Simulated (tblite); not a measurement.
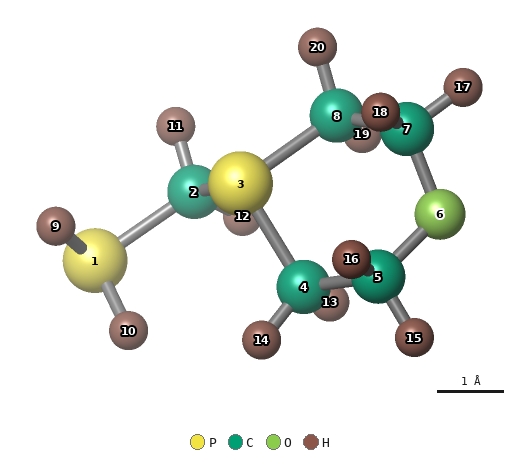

The structure as given in the input (ball-and-stick view, seen at a tilt; atoms are numbered from 1 in the order of the input).

C$_{5}$H$_{12}$OP$_{2}$: frequency calculation

The run: frequency calculation of C$_{5}$H$_{12}$OP$_{2}$. Method and program: GFN2-xTB harmonic vibrations, gas phase (tblite 0.8.0).

## Output
```
mode    cm-1     km/mol
  1      51.7      0.08
  2      97.1      1.98
  3     128.2      5.43
  4     170.5      8.57
  5     194.5      3.84
  6     227.1      0.10
  7     293.5      1.80
  8     314.3      2.45
  9     382.1      5.04
 10     396.8      0.24
 11     537.8      7.38
 12     618.5      0.94
 13     671.6      6.45
 14     687.7     12.95
 15     704.5     17.77
 16     750.8     72.92
 17     780.5      2.34
 18     856.6      1.27
 19     865.8     12.05
 20     879.0      8.48
 21     930.8     32.63
 22     960.5      0.62
 23     981.0     13.30
 24    1011.8     13.16
 25    1048.3     44.51
 26    1073.1      3.92
 27    1093.1     19.78
 28    1138.9      7.21
 29    1139.9     25.81
 30    1144.9     21.90
 31    1156.0      5.34
 32    1185.3      8.23
 33    1231.1      8.89
 34    1257.7      3.20
 35    1291.9     13.54
 36    1332.0      6.40
 37    1344.7     29.96
 38    1399.2      0.68
 39    1419.9      0.15
 40    1427.7      3.92
 41    1459.0      0.08
 42    1463.5      0.80
 43    2259.2    105.56
 44    2325.4    151.07
 45    2842.7     32.06
 46    2846.1     70.06
 47    2902.8      6.07
 48    2921.8      5.26
 49    2933.9      2.76
 50    2939.4     33.69
 51    2957.3     32.11
 52    2958.1     24.41
 53    2962.1     21.39
 54    2964.8     52.81
```

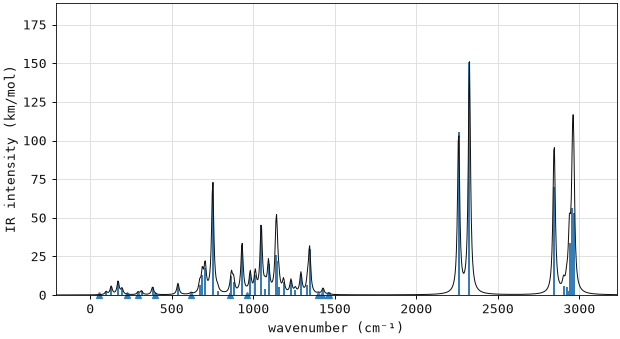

Harmonic infrared spectrum, unscaled: sticks (degenerate modes added up, dark ones marked on the axis) with a Lorentzian envelope of 16 cm⁻¹ full width, scaled to the tallest stick. 54 modes from 52 to 2965 cm⁻¹, none imaginary. The strongest line is at 2325 cm⁻¹ (151 km/mol).

This output came from the following input.

## The input
```
{"job": {"kind": "ir", "xc": "GFN2-xTB", "basis": "xTB"}, "charge": 0, "multiplicity": 1}
P      3.489954    -0.504331    -0.190449
C      1.772375    -1.197935    -0.015185
P      0.559848    -0.012791     0.757543
C      0.110191     0.995202    -0.742566
C     -1.285624     1.587263    -0.536476
O     -2.297222     0.612462    -0.475376
C     -2.201019    -0.217935     0.655506
C     -0.950200    -1.097511     0.646278
H      3.535202     0.058036     1.084100
H      3.102219     0.711332    -0.756557
H      1.847607    -2.076067     0.635976
H      1.427939    -1.540849    -0.997083
H      0.118449     0.368396    -1.639196
H      0.827076     1.809649    -0.868798
H     -1.554036     2.226633    -1.382281
H     -1.295274     2.195143     0.383397
H     -3.101775    -0.837837     0.634620
H     -2.214344     0.394449     1.571998
H     -0.923273    -1.689843    -0.272979
H     -0.973240    -1.772785     1.504492
```

The first line tells a small driver script what to run in tblite; the rest is the geometry in Å.

Launched with:
```bash
OMP_NUM_THREADS=1 python <driver script> task.json out
```

## Summary

| quantity | value |
| --- | --- |
| outcome | converged |
| total energy | −705.0719 eV |
| zero-point energy | 99.9450 kcal/mol |
| hardware | 1 CPU thread, shared host |
| wall time | 0.84 s |
| peak memory | 0.18 GiB |
